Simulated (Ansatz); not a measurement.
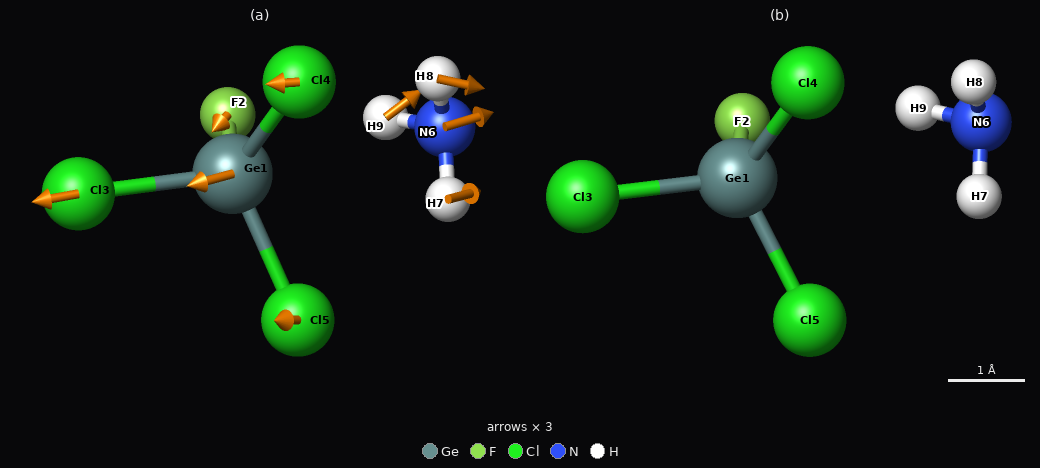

The structure of GeNH3Cl3F before (left) and after (right) a relaxation, at one scale. The orange arrows give the displacements, 3 times their true length.

A ball-and-stick model, seen at a tilt.

The run prepares an end point of a later path (reaction) calculation, from a guessed geometry.

Theory: RKS PBE0-D4/def2-SVP in Ansatz. Settings: no spin polarisation; force threshold 0.03 eV/Å; at most 50 steps.

> Summarise the run.

N6 moves most after the best rigid fit: 0.26 Å. Largest moves by element: N 0.26 Å, H 0.25 Å, Ge 0.23 Å, Cl 0.22 Å, F 0.13 Å. Some distances before and after: Ge1–F2 1.702 → 1.721 Å, N6–H9 1.032 → 1.018 Å, Ge1–Cl3 2.126 → 2.115 Å, Ge1–Cl4 2.124 → 2.118 Å. Bond angles that change, for instance: H7–N6–H8 110.6° → 106.7°, H8–N6–H9 110.3° → 106.6°, F2–Ge1–Cl4 112.4° → 108.8°. The energy falls by 1.91 kcal/mol in 6 geometry steps. The largest force component goes from 0.79 to 0.029 eV/Å.
